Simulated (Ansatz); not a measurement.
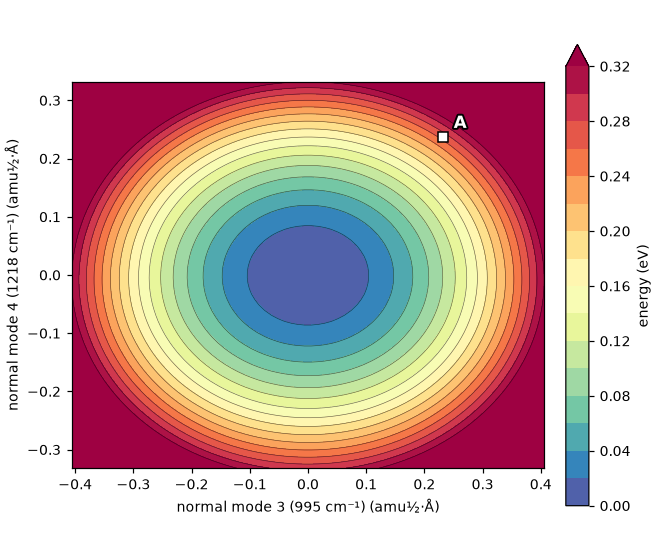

BClH₂, SMILES BCl. First axis: normal mode 3 (995 cm⁻¹). Second axis: normal mode 4 (1218 cm⁻¹). Nothing is relaxed (straight displacements along the two mass-weighted modes). The scan uses a 15 × 15 grid; 120 points were computed and 105 follow by symmetry. Points are written as (first, second). Energies are in eV, from the lowest grid point. These are results of RKS PBE0-D4/def2-TZVP (Ansatz), not measurements.

Drawn: filled contours, one colour for all values above the top of the scale, the point A. Between grid points the surface is interpolated.

Is A at rest? If not, where is it pushed?

A, at (0.232 amu½·Å, 0.237 amu½·Å), is not a stationary point. The computed force is 0.94 eV for each amu½·Å towards smaller values of normal mode 3 (995 cm⁻¹) and 1.4 eV for each amu½·Å towards smaller values of normal mode 4 (1218 cm⁻¹).
